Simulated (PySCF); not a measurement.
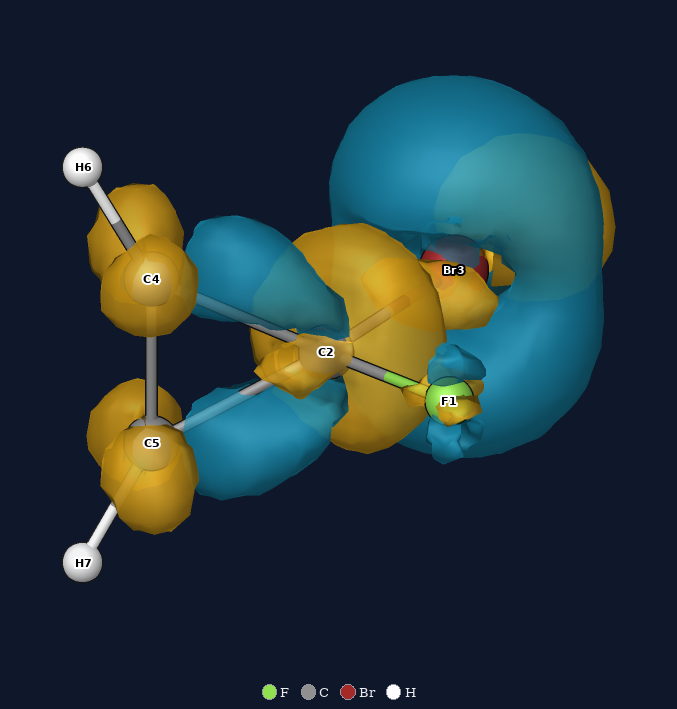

Figure. C$_{3}$H$_{2}$BrF, SMILES `FC1(Br)C=C1`. Unrelaxed difference density of S₃ less the ground state (full linear response singlet states), ±0.03 e/Å³; yellow: gain, teal: loss.

Computed with PySCF, B3LYP/def2-SVPD, geometry: GFN2-xTB. No frequency check shows the geometry to be a minimum. GFN2-xTB bond lengths at metals and heavier atoms can be off by up to 0.1 Å and shapes distorted, which carries into these values.

The calculation's input:

```python
import numpy as np
from pyscf import gto, scf, dft, tdscf
from pyscf.scf import atom_ks, atom_hf
from scipy.linalg import block_diag

def solve(mol, dm0=None, hcore=None):
    mf = (dft.UKS if mol.spin else dft.RKS)(mol, xc='b3lyp')
    mf.grids.level = 3
    mf = mf.density_fit(auxbasis='def2-universal-jkfit')
    mf.conv_tol, mf.max_cycle = 1e-8, 80
    if hcore is not None:
        mf.get_hcore = lambda *args: hcore
    mf.kernel(dm0)
    if not mf.converged:
        mf = mf.newton().run(mf.mo_coeff, mf.mo_occ, max_cycle=30)
    assert mf.converged, 'SCF not converged'
    return mf

mol = gto.M(atom='''
F      1.01617     1.53621    -0.00025
C      0.80204     0.19013     0.00025
Br    -1.12209    -0.12023     0.00002
C      1.75393    -0.71760     0.65672
C      1.75370    -0.71803    -0.65673
H      2.13516    -1.07195     1.58297
H      2.13461    -1.07298    -1.58288
''', basis='def2-svpd', charge=0, spin=0, verbose=4)
mf = solve(mol)
td = mf.TDDFT()
td.nstates, td.singlet, td.conv_tol = 5, True, 1e-5
td.kernel()
td.analyze()
x, y = np.array([p[0] for p in td.xy]), np.array([p[1] + 0 * p[0] for p in td.xy])
f, mu = td.oscillator_strength(), td.transition_dipole()
nto = [td.get_nto(state=i + 1, verbose=4) for i in range(len(td.e))]
# spherically averaged free atoms, for the promolecule
atm = atom_ks.get_atm_nrks(mol, xc='b3lyp')
pro = block_diag(*[(atm[a[0]][2] * atm[a[0]][3]) @ atm[a[0]][2].T for a in mol._atom])
np.savez('result.npz', e=td.e, f=f, ok=td.converged, w=[n[0] for n in nto], nto=[n[1] for n in nto], x=x, y=y, c=mf.mo_coeff, occ=mf.mo_occ, eps=mf.mo_energy, pro=pro, mu=mu)
```

Command:

```sh
OMP_NUM_THREADS=1 python input.py
```

The run took 8 min on 1 thread of Intel(R) Xeon(R) Processor @ 2.70GHz, with other jobs on the host, peak memory 0.85 GiB.

**How does the charge move on excitation?**

0.65 e is displaced in all, of which about 0.3 e passes between atoms: Br3 (0.29 e) loses electrons and C2 (0.14 e) and C4 and C5 (0.06 e each) gain them. The state: 5.83 eV (213 nm), f = 0.001 (very weak), partly diffuse acceptor orbital; the leading pair carries 78 %; hole on Br3 (76 %), C2 (8 %) and C4 and C5 (6 % each), electron on Br3 (46 %), C2 (22 %) and C4 and C5 (12 % each) (atom shares of so diffuse an orbital are rough) (shares are of the whole state, not of the leading pair alone); their centroids lie 0.4 Å apart; S₂ lies within 0.1 eV of it.
